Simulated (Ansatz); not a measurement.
# Phonons of Y (P6_3/mmc, 2 atoms in the cell) against volume

Aim: how do the optical modes of Y (P6_3/mmc, 2 atoms in the cell) move with volume?

Main program and level: Ansatz 0.2.0; DFT LDA, scalar-relativistic, plane waves, PAW; PAW set soft_1.

## (1) Set-up

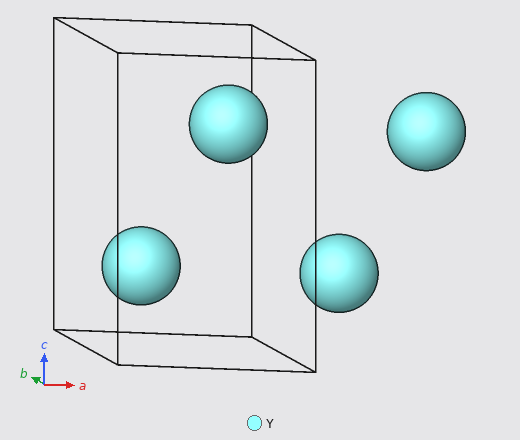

The starting structure, seen slightly off an axis (yttrium light teal). 2×1×1 cells are drawn.

Coordinates:

```cif
data_structure
_symmetry_space_group_name_H-M 'P6_3/mmc'
_symmetry_Int_Tables_number 194
_cell_length_a 3.6474
_cell_length_b 3.6474
_cell_length_c 5.7306
_cell_angle_alpha 90.000
_cell_angle_beta 90.000
_cell_angle_gamma 120.000
_cell_volume 66.02
loop_
_atom_site_label
_atom_site_type_symbol
_atom_site_symmetry_multiplicity
_atom_site_Wyckoff_symbol
_atom_site_fract_x
_atom_site_fract_y
_atom_site_fract_z
_atom_site_occupancy
Y1 Y 2 c 0.33333 0.66667 0.25000 1
```

## (2) Bringing the structure to rest

The cell and atoms are relaxed, since residual forces and stress would shift the frequencies.

input.yaml

```yaml
crystal:
  lattice:
    - [3.6474, 0.0, 0.0]
    - [-1.8237, 3.1587410578, 0.0]
    - [0.0, 0.0, 5.7306]
  atoms:
    - { symbol: "Y", position: [0.33333333, 0.66666667, 0.25] }
    - { symbol: "Y", position: [0.66666667, 0.33333333, 0.75] }
kpoints:
  mp_grid: { grid: [15, 15, 8] }
hamiltonian:
  xc: lda
  pseudopotentials: { kind: paw, azcp: { folder: soft_1 }, xc_functional: pbe }
scf:
  occupations: { method: gaussian, width: 0.1 }
output:
  forces: true
  stress: true
  eigenvalues: true
  write_density: true
  write_potential: true
  elf: true
  volumetric_format: npy
relax:
  adjacent_minimum: "off"
  f_tol: 0.005
  max_steps: 80
  cell: { stress_tol: 0.05 }
```

Run with:

```sh
$ ansatz run input.yaml --threads 4 --pin off --max-ram 10240MiB --backend cpu --events-out ev --progress --plain --runs-dir out
```

Numbers of over 12 decimals in the logs are rounded to 6 here.

The program printed:

```text
Engine: ansatz 0.2.0, x86_64-unknown-linux-gnu
Pseudopotentials: kind: paw
Pseudopotential: Y, paw, valence charge 11, recommended cutoff 420 eV (normal), soft_1/Y.paw.azcp
Functional definition: SPW92
  exchange = slater_x
  correlation = pw_c
Crystal: 2 atoms, lattice volume = 66.023 Å³
Basis set: ecut = 420 eV, 1267 PW (Γ)
Bands: 15, of which v1, the nominal top of the filled ones, is band 11 counted from 1 (10 counted from 0)
Symmetry: 24 space group operations
Space group: P63/mmc (ITA 194), of the structure as read, at distance tolerance 4.0e-5 Å
k-points: 135 of 1800
Non-local potential: Y, projectors of the file, l = 0: 3, l = 1: 2, l = 2: 2, l = 3: 1
PAW form: soft (Blöchl's): semilocal exchange-correlation on the pseudo side does not see the compensation charge
PAW frozen core: Y, regenerated for the run's functional, and the local potential with it (the file was generated under x = pbe(κ = 0.804, μ = 0.219515), c = pbe(β = 0.066725))
PAW one-centre angular grid: Y, 590 points (default); XC on 64 Gauss nodes
Initial density: superposition of atomic densities (chi_scale 0.1, normalization cell)
Initial wavefunctions: pseudopotential atomic-orbital guess
Functional: x = slater, c = lda
SCF iter   1: F=—  HF=-7491.136723 eV  |F-HF|=—  |Δ(HF+E_count)|=         —  Δρ=1.19e-2  dr2=1.57e-1  ethr=3.10e-3  ⟨swp⟩=4.4  Hψ=8839  notcnv=0
preconditioner: auto → Kerker (q_TF=auto, 2.272 Å⁻¹)  [metal: Δε(μ)=0.009 eV  Ē_g=2.557 eV  σ=0.100 eV  W_gap=0.05  n_scr=22 (ndim 8)  ℏωp=11.2 eV  f_vac=0.000  D(μ)=3.79/eV (n_scr^D=34)]
SCF iter   2: F=—  HF=-7491.103121 eV  |F-HF|=—  |Δ(HF+E_count)|=   3.36e-2  Δρ=7.73e-3  dr2=6.47e-2  ethr=7.15e-4  ⟨swp⟩=1.2  Hψ=3149  notcnv=0  defer=1
SCF iter   3: F=—  HF=-7491.081136 eV  |F-HF|=—  |Δ(HF+E_count)|=   2.20e-2  Δρ=9.54e-4  dr2=6.32e-4  ethr=2.94e-4  ⟨swp⟩=3.0  Hψ=3883  notcnv=0  defer=1
SCF iter   4: F=—  HF=-7491.081148 eV  |F-HF|=—  |Δ(HF+E_count)|=   1.21e-5  Δρ=1.90e-4  dr2=2.16e-5  ethr=2.87e-6  ⟨swp⟩=1.8  Hψ=2238  notcnv=0  defer=1
SCF iter   5: F=—  HF=-7491.081146 eV  |F-HF|=—  |Δ(HF+E_count)|=   1.34e-6  Δρ=3.80e-5  dr2=7.56e-7  ethr=9.82e-8  ⟨swp⟩=2.2  Hψ=3435  notcnv=0  defer=1
SCF iter   6: F=-7491.081147 eV  HF=-7491.081147 eV  |F-HF|=3.61e-9  |Δ(HF+E_count)|=   1.72e-7  Δρ=7.08e-6  dr2=2.10e-8  ethr=4.55e-10  ⟨swp⟩=8.4  Hψ=12684  notcnv=0
SCF 1 converged in 6 iterations: F = -7491.081147 eV  dr2 = 2.10e-8
  greatest PAW one-centre occupation: 0.992 electrons in one spin orbital (limit 2), on the Y atom at site 1 (counted from 0), in its partial waves of l = 0
relax step   1: F+E_penalty+E_count = -7491.08114652 eV  Δ(F+E_penalty+E_count) = +0.000e0 eV  max|allowed force component| = 6.476e-17 eV/Å  Δτ_max = 0.0000 Å  P = -3.827 GPa  Ω = 66.023 Å³  (6 SCF iters, dr2 threshold 1.00e-7 eV, accepted)
Crystal: 2 atoms, lattice volume = 59.782 Å³
Basis set: ecut = 420 eV, 1153 PW (Γ)
Initial density: handed on by an earlier stage of this run
Initial wavefunctions: those handed on with the density
iter 1 solved again at ethr=1.72e-6 eV; its pass at ethr=3.10e-3 eV (dr2=3.79e-4 eV) is discarded
SCF iter   1: F=—  HF=-7491.161092 eV  |F-HF|=—  |Δ(HF+E_count)|=         —  Δρ=1.13e-3  dr2=4.39e-4  ethr=1.72e-6  ⟨swp⟩=2.1  Hψ=15391  notcnv=0
preconditioner: auto → Kerker (q_TF=auto, 2.310 Å⁻¹)  [metal: Δε(μ)=0.007 eV  Ē_g=2.644 eV  σ=0.100 eV  W_gap=0.04  n_scr=10 (ndim 8)  ℏωp=11.8 eV  f_vac=0.000  D(μ)=3.44/eV (n_scr^D=34)]
SCF iter   2: F=—  HF=-7491.161097 eV  |F-HF|=—  |Δ(HF+E_count)|=   4.94e-6  Δρ=6.30e-4  dr2=1.42e-4  ethr=1.72e-6  ⟨swp⟩=1.9  Hψ=3210  notcnv=0
SCF iter   3: F=—  HF=-7491.161121 eV  |F-HF|=—  |Δ(HF+E_count)|=   2.46e-5  Δρ=7.57e-5  dr2=3.22e-6  ethr=6.46e-7  ⟨swp⟩=2.2  Hψ=3349  notcnv=0
SCF iter   4: F=-7491.161121 eV  HF=-7491.161121 eV  |F-HF|=7.23e-9  |Δ(HF+E_count)|=   1.68e-8  Δρ=1.08e-5  dr2=6.84e-8  ethr=9.09e-10  ⟨swp⟩=6.1  Hψ=12304  notcnv=0
SCF 2 converged in 4 iterations: F = -7491.161121 eV  dr2 = 6.84e-8
relax step   2: F+E_penalty+E_count = -7491.16112148 eV  Δ(F+E_penalty+E_count) = -7.997e-2 eV  max|allowed force component| = 7.401e-17 eV/Å  Δτ_max = 0.0000 Å  P = +0.054 GPa  Ω = 59.782 Å³  energy of the carried Pulay correction = +1.542e-4 eV  (4 SCF iters, dr2 threshold 2.00e-7 eV, accepted)
Crystal: 2 atoms, lattice volume = 59.860 Å³
iter 1 solved again at ethr=1.76e-9 eV; its pass at ethr=3.10e-3 eV (dr2=3.87e-7 eV) is discarded
SCF iter   1: F=—  HF=-7491.161135 eV  |F-HF|=—  |Δ(HF+E_count)|=         —  Δρ=1.86e-5  dr2=1.53e-7  ethr=1.76e-9  ⟨swp⟩=3.4  Hψ=14699  notcnv=0
preconditioner: auto → Kerker (q_TF=auto, 2.309 Å⁻¹)  [metal: Δε(μ)=0.007 eV  Ē_g=2.642 eV  σ=0.100 eV  W_gap=0.04  n_scr=10 (ndim 8)  ℏωp=11.8 eV  f_vac=0.000  D(μ)=3.44/eV (n_scr^D=34)]
SCF iter   2: F=—  HF=-7491.161135 eV  |F-HF|=—  |Δ(HF+E_count)|=   2.80e-9  Δρ=1.05e-5  dr2=5.25e-8  ethr=6.95e-10  ⟨swp⟩=1.3  Hψ=2512  notcnv=0
SCF iter   3: F=-7491.161135 eV  HF=-7491.161135 eV  |F-HF|=5.11e-10  |Δ(HF+E_count)|=   3.94e-9  Δρ=1.35e-6  dr2=1.45e-9  ethr=5.00e-11  ⟨swp⟩=5.1  Hψ=10999  notcnv=0
SCF 3 converged in 3 iterations: F = -7491.161135 eV  dr2 = 1.45e-9
relax step   3: F+E_penalty+E_count = -7491.16113466 eV  Δ(F+E_penalty+E_count) = -1.318e-5 eV  max|allowed force component| = 1.388e-16 eV/Å  Δτ_max = 0.0000 Å  P = -0.003 GPa  Ω = 59.860 Å³  energy of the carried Pulay correction = +1.522e-4 eV  (3 SCF iters, dr2 threshold 1.10e-8 eV, accepted)
Initial wavefunctions: pseudopotential atomic-orbital guess (no wavefunctions were taken with the density)
iter 1 solved again at ethr=1.76e-7 eV; its pass at ethr=3.10e-3 eV (dr2=3.86e-5 eV) is discarded
SCF iter   1: F=—  HF=-7491.160950 eV  |F-HF|=—  |Δ(HF+E_count)|=         —  Δρ=5.49e-5  dr2=2.24e-7  ethr=1.76e-7  ⟨swp⟩=3.1  Hψ=15155  notcnv=0
SCF iter   2: F=—  HF=-7491.160950 eV  |F-HF|=—  |Δ(HF+E_count)|=   4.72e-7  Δρ=2.82e-5  dr2=5.81e-8  ethr=1.02e-9  ⟨swp⟩=1.9  Hψ=2608  notcnv=0
SCF iter   3: F=—  HF=-7491.160950 eV  |F-HF|=—  |Δ(HF+E_count)|=  4.11e-10  Δρ=8.42e-7  dr2=1.88e-10  ethr=2.64e-10  ⟨swp⟩=2.0  Hψ=2586  notcnv=0
SCF iter   4: F=-7491.160950 eV  HF=-7491.160950 eV  |F-HF|=7.28e-12  |Δ(HF+E_count)|=  5.64e-11  Δρ=1.26e-7  dr2=5.65e-12  ethr=1.00e-12  ⟨swp⟩=6.4  Hψ=9387  notcnv=0
SCF 4 converged in 4 iterations: F = -7491.160950 eV  dr2 = 5.65e-12
relax step   4: F+E_penalty+E_count = -7491.16095032 eV  Δ(F+E_penalty+E_count) = +1.843e-4 eV  max|allowed force component| = 1.480e-16 eV/Å  Δτ_max = 0.0000 Å  P = -0.002 GPa  Ω = 59.860 Å³  stress off target by 1.40e-2 GPa  SCF on the basis re-selected at this cell (its energy is not comparable with the rows above)  (4 SCF iters)
basis re-selected at this cell: Δ(F+E_penalty+E_count) = +1.843e-4 eV, ΔP = +0.001 GPa vs the last step (what re-selecting the basis moved, of the pressure what is left beyond the Pulay correction that the steps carried, after the strain that the cell walked since its last selection, with what the two solves' SCF thresholds leave and, on support functions, any second-order correction that the steps lacked; it is no measure of the basis error at this ecutwfc). The dense FFT grid was sized anew with the basis: this SCF ran on 24×24×40 points, the steps before it on 25×25×40, so part of this shift can come from that change (see relax.cell in the input reference). [rest of the remark cut]
SCF converged after 4 iterations
Free energy (F): -7491.160950 eV
Harris-Foulkes:  -7491.160950 eV  (|F-HF|=7.28e-12)
Internal energy: -7491.143739 eV  (E = F + TS)
E sigma→0 (E₀):  -7491.152345 eV
Entropy (-TS):   -0.017212 eV (-8.606 meV/atom)
Fermi energy:    10.215366 eV
--- Per-component energies (eV) ---
  E_band       = -219.828014
  E_kinetic    = 634.225205
  E_local      = -1145.469909  (includes V_loc(G=0)·N_el)
  E_nonlocal   = 62.170123
  E_hartree    = 361.432746
  E_xc         = -354.240928
  E_vxc        = -410.327393  (∫ρ·V_xc dr)
  E_paw        = -5429.703524  (= ΣΔE_a)
  E_vpaw       = -83.291557  (= ΣTr[D̂ρ^β])
  E_aug_tail   = 0.000046  (compensation charges beyond the density's cutoff)
  E_ewald      = -1620.216668
  E_core_change = 0.659170  (= ΣΔE_core)
  E_smearing   = -0.017212  (= −TS)
  E_closure    = 0.000000  (closes the sum)
  Σ components = -7491.160950   (vs F -7491.160950, Δ=0.00e0)
--- Forces (eV/Å), atoms counted from 1 ---
  atom   1  Y      0.00000000    -0.00000000     0.00000000
  atom   2  Y     -0.00000000     0.00000000    -0.00000000
  max |Σ_I F_I| component: 9.25e-18 eV/Å
--- Stress (GPa, compression-positive) ---
        0.003878       0.000000       0.000000
       -0.000000       0.003878      -0.000000
        0.000000      -0.000000      -0.013964
  P = ⅓ Tr σ = -0.0021 GPa (-0.021 kbar)
--- Band table (eV; the first three rows and the last of 135) ---
  k-point 0: bands = [... 7 lower, -11.7446, 5.4368, 8.2118, 11.5431, 11.9724, 11.9724, 12.4003, 12.6682]
  k-point 1: bands = [... 7 lower, -11.7789, 5.5522, 8.1681, 11.3928, 11.8993, 11.8993, 12.2888, 12.5629]
  k-point 2: bands = [... 7 lower, -11.8174, 5.8849, 7.9845, 11.1245, 11.7967, 11.7967, 11.9877, 12.3207]
  k-point 134: bands = [... 7 lower, -11.8826, 9.7526, 9.7526, 9.8063, 9.8063, 10.7694, 10.7694, 13.1123]
--- Relaxed structure (3 steps of the walk, 3 accepted, 1 SCFs on fresh bases) ---
  F+E_penalty+E_count = -7491.16095032 eV   max|allowed force component| = 1.480e-16 eV/Å   (the final SCF, on the basis selected at the relaxed cell)
  cell:  # Å, volume = 59.8602 Å³
    - [3.543024, 0, 0]
    - [-1.771512, 3.068348, -3.960366772061412e-18]
    - [0, -7.18491240934879e-18, 5.506295]
  atoms:
    - { symbol: Y, position: [0.333333, 0.666667, 0.25] }
    - { symbol: Y, position: [0.666667, 0.333333, 0.75] }
```

Wall time 5.5 s (4 threads of Intel Xeon at 2.80GHz (Skylake/Cascade Lake), shared host); peak memory 0.5 GiB.

The steps of the relaxation:

```
step  energy less that of the first step (eV)  largest force component (eV/Å)  pressure (GPa)  volume (Å³)
   1                                   0.0000                          0.0000           -3.83        66.02
   2                                  -0.0800                          0.0000            0.05        59.78
   3                                  -0.0800                          0.0000            0.00        59.86
  4*                                  -0.0798                          0.0000            0.00        59.86
```

Relaxation steps marked * repeat the geometry before them on a plane-wave basis chosen anew for their cell, so energy and pressure can jump there.

The run keeps the 24 symmetry operations that it works with, so distortions that break them were not tested.

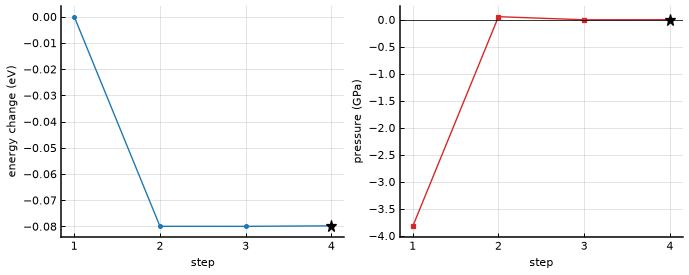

Energy and pressure along the relaxation. Stars mark steps on a basis chosen anew.

```
conventional cell, symmetrised  before  after  change
                         a (Å)   3.647  3.543  -2.9 %
                         b (Å)   3.647  3.543  -2.9 %
                         c (Å)   5.731  5.506  -3.9 %
              volume (Å³/atom)   33.01  29.93  -9.3 %
```

The relaxed structure:

```xyz
2
Lattice="3.5430 0.0000 0.0000 -1.7715 3.0683 0.0000 0.0000 0.0000 5.5063" Properties=species:S:1:pos:R:3 pbc="T T T"
Y     0.0000    2.0456    1.3766
Y     1.7715    1.0228    4.1297
```

Numbers from this step:

```yaml
pressure: -0.002069 GPa
volume_per_atom: 29.93 Å³
gap_on_the_k_mesh: 0 eV
```

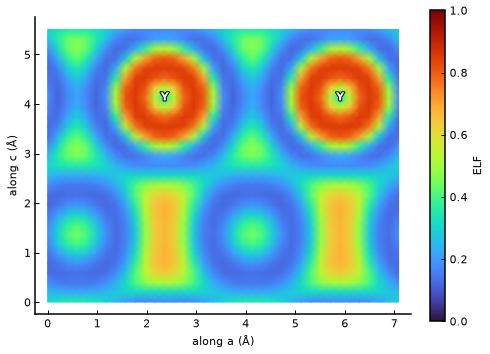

ELF in the ac plane at fractional y = 0.333, with atoms of Y within 0.2 Å of it. It is the smooth field of the valence electrons, not physical close to the nuclei.

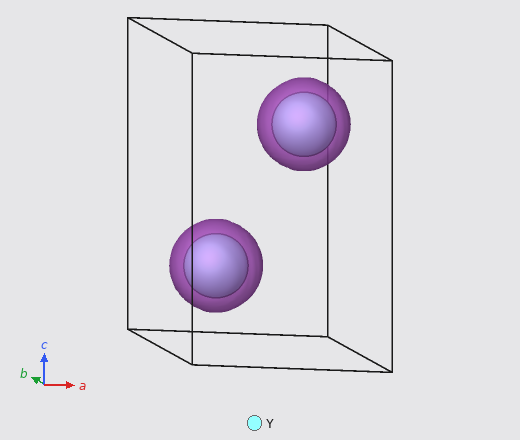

Surface of ELF = 0.78.

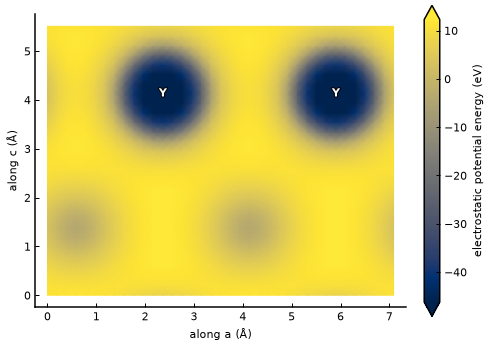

Electrostatic potential energy in the ac plane at fractional y = 0.333, with atoms of Y within 0.2 Å of it. With pseudopotentials it is smooth inside the atoms' cores, unlike the true potential.

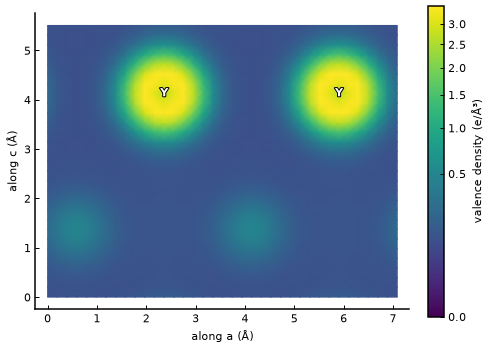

Valence density in the ac plane at fractional y = 0.333, with atoms of Y within 0.2 Å of it. It is the smooth field of the valence electrons, not physical close to the nuclei. The colour scale is stretched toward low values.

In this step the volume went from 33.01 to 29.93 Å³/atom.

## (3) Bringing the structure to rest

The relaxation is repeated from its end on the same settings, as a check that it has come to rest.

input.yaml, the sections that differ from step 2:

```yaml
crystal:
  lattice:
    - [3.5430235155, 0.0, 0.0]
    - [-1.7715117578, 3.0683483707, 0.0]
    - [0.0, 0.0, 5.5062951294]
  atoms:
    - { symbol: "Y", position: [0.3333333333, 0.6666666667, 0.25] }
    - { symbol: "Y", position: [0.6666666667, 0.3333333333, 0.75] }
# kpoints, hamiltonian, scf, output, relax: as in step 2
```

The program printed:

```text
[...]
Crystal: 2 atoms, lattice volume = 59.860 Å³
Basis set: ecut = 420 eV, 1153 PW (Γ)
Bands: 15, of which v1, the nominal top of the filled ones, is band 11 counted from 1 (10 counted from 0)
Symmetry: 24 space group operations
[...]
k-points: 135 of 1800
[...]
k-point 134: bands = [... 7 lower, -11.8826, 9.7526, 9.7526, 9.8063, 9.8063, 10.7694, 10.7694, 13.1123]
--- Relaxed structure (1 steps of the walk, 1 accepted, 1 SCFs on fresh bases) ---
[...]
cell:  # Å, volume = 59.8602 Å³
    - [3.543024, 2.8867442207446257e-11, 0.0]
    - [-1.771512, 3.068348, 0.0]
    - [0.0, 0.0, 5.5062951294]
  atoms:
    - { symbol: Y, position: [0.333333, 0.666667, 0.25] }
    - { symbol: Y, position: [0.666667, 0.333333, 0.750000] }
[key lines of the parts left out:]
SCF converged after 4 iterations
Free energy (F): -7491.160950 eV
Fermi energy:    10.215367 eV
P = ⅓ Tr σ = -0.0021 GPa (-0.021 kbar)
```

Wall time 2.8 s (4 threads); peak memory 0.49 GiB.

Little changed from the start: no atom moved by 0.005 Å and no cell edge by 0.1 %.

This step gave:

| Property | Result |
| --- | --- |
| pressure | -0.002070 GPa |

In this step the volume went from 29.93 to 29.93 Å³/atom.

## (4) Tight relaxation

Phonons need small forces and stress, so the relaxation is finished with tight tolerances on 15×15×8 k points.

input.yaml, the sections that differ from step 3:

```yaml
crystal:
  lattice:
    - [3.5430235155, 0.0, 0.0]
    - [-1.7715117578, 3.0683483706, 0.0]
    - [0.0, 0.0, 5.5062951294]
  atoms:
    - { symbol: "Y", position: [0.3333333333, 0.6666666667, 0.25] }
    - { symbol: "Y", position: [0.6666666667, 0.3333333333, 0.75] }
scf:
  occupations: { method: methfessel_paxton, width: 0.2 }
output:
  forces: true
  stress: true
  eigenvalues: true
relax:
  adjacent_minimum: "off"
  f_tol: 0.001
  max_steps: 60
  cell: { stress_tol: 0.01 }
# kpoints, hamiltonian: as in step 3
```

The program printed:

```text
[...]
Crystal: 2 atoms, lattice volume = 59.860 Å³
Basis set: ecut = 420 eV, 1153 PW (Γ)
Bands: 15, of which v1, the nominal top of the filled ones, is band 11 counted from 1 (10 counted from 0)
Symmetry: 24 space group operations
[...]
k-points: 135 of 1800
[...]
k-point 134: bands = [... 7 lower, -11.8750, 9.7586, 9.7586, 9.8126, 9.8126, 10.7763, 10.7763, 13.1195]
--- Relaxed structure (2 steps of the walk, 2 accepted, 1 SCFs on fresh bases) ---
[...]
cell:  # Å, volume = 59.8293 Å³
    - [3.542333, 2.88618194653985e-11, 0.0]
    - [-1.771167, 3.067751, 0.0]
    - [0.0, 0.0, 5.505593]
  atoms:
    - { symbol: Y, position: [0.333333, 0.666667, 0.250000] }
    - { symbol: Y, position: [0.666667, 0.333333, 0.750000] }
[key lines of the parts left out:]
SCF converged after 6 iterations
Free energy (F): -7491.151550 eV
Fermi energy:    10.222055 eV
P = ⅓ Tr σ = 0.0019 GPa (0.019 kbar)
```

Run time: 3.8 s. Hardware: 4 threads; peak memory 0.49 GiB; 14 s of CPU time.

Little changed from the start: no atom moved by 0.005 Å and no cell edge by 0.1 %.

This step gave:

- pressure: 0.001949 GPa
- volume per atom: 29.91 Å³

The forces vanish by symmetry and the pressure is 0.002 GPa, within the tolerances set. The cell now holds 29.91 Å³/atom.

(Continued in part 2 of 2.)

[Logs are printed without paths, hosts, clocks, repeated set-up lines and the standing remarks that a program may print on its own settings, such as how far it seeks lower states.]

[Hosts, paths, dates, database ids (printed as entryN), source tags and the programs' standing remarks are cut or masked in the printed files.]
